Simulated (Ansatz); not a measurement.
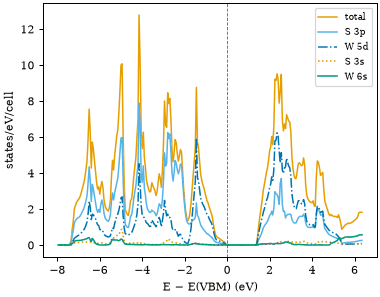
Figure: Total and projected density of states of WS2 in space group P6_3/mmc (No. 194; W on 2c, S on 4f), the program Ansatz at the r²SCAN level (PAW)

Which orbitals carry the states next to the gap?

Top 1 eV of the valence band: W 5d 68 %, S 3p 27 %. Bottom 1 eV of the conduction band: W 5d 63 %, S 3p 31 %. Projections are on Löwdin-orthogonalised atomic valence shells; empty p or d shells of many metals are not among them.

Where is the tallest occupied peak in this window, and what makes it?

Near -4.1 eV, about 13 states/eV per cell; the largest projected share is S 3p.

The cell was relaxed with r²SCAN under the symmetry of its start. No spin polarisation was allowed. A crystal of weakly bound layers computed without a dispersion correction: the cell and the soft elastic constants depend strongly on that. Spin–orbit coupling is left out wherever it is not named.

Potentials: the earlier of the program's two PAW sets.
